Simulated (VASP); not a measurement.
Band structure of BaTiO₃ (tetragonal perovskite). Computed with LDA (Ceperley-Alder, Perdew-Zunger), VASP's LDA PAW potentials (set 64) (plane waves; VASP 6.6.1).

Unless said otherwise, spin-orbit coupling is left out, though it shifts the bands of the heavy elements here.

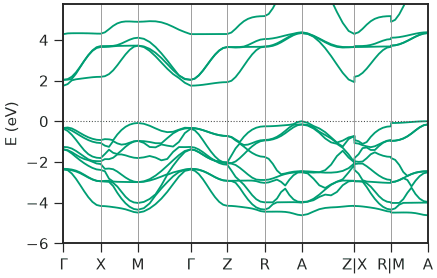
Figure. Bands along high-symmetry lines, zero at the valence-band maximum or, without a gap, the Fermi level

Question: Read the plot: is there a gap, and where are the band edges?

Answer: The gap is indirect, 1.75 eV, from the valence maximum at A to the conduction minimum at Γ. (Edges off the drawn lines would not show.)

The compound is BaTiO3 in the tetragonal perovskite structure. It was relaxed first.
